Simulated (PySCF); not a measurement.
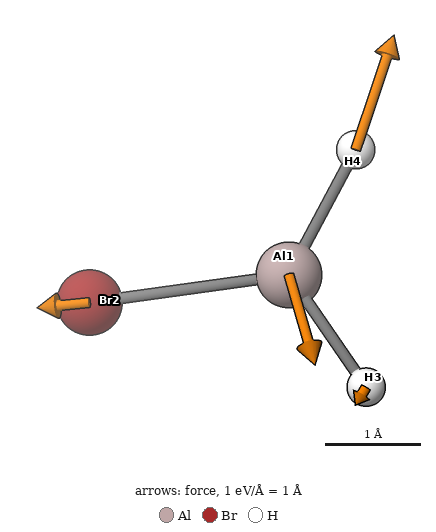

Starting geometry of AlH$_{2}$Br with the computed forces as orange arrows. The picture is a ball-and-stick view, seen at a tilt.

The start comes from GFN2-xTB. Its atoms were then displaced at random by about 0.01 Å.

The calculation used PBE0-D3(BJ)/def2-SVP geometry optimisation, gas phase (PySCF). 

**Is this structure relaxed? If not, where do the atoms go?**

It isn't relaxed: the largest force vector, on H4, is 1.31 eV/Å. The final displacements follow the starting forces only in part (cosine between the two patterns 0.68). H4 moves most after the best rigid fit: 0.097 Å. By element the largest moves are H 0.097 Å, Al 0.049 Å, Br 0.007 Å. Some distances before and after: Al1–H4 1.503 → 1.578 Å, Al1–Br2 2.215 → 2.259 Å. Bond angles that change, for instance: H3–Al1–H4 117.6° → 124.9°, Br2–Al1–H4 121.6° → 117.3°, Br2–Al1–H3 120.8° → 117.7°. After 5 geometry steps the energy has fallen by 1.87 kcal/mol.
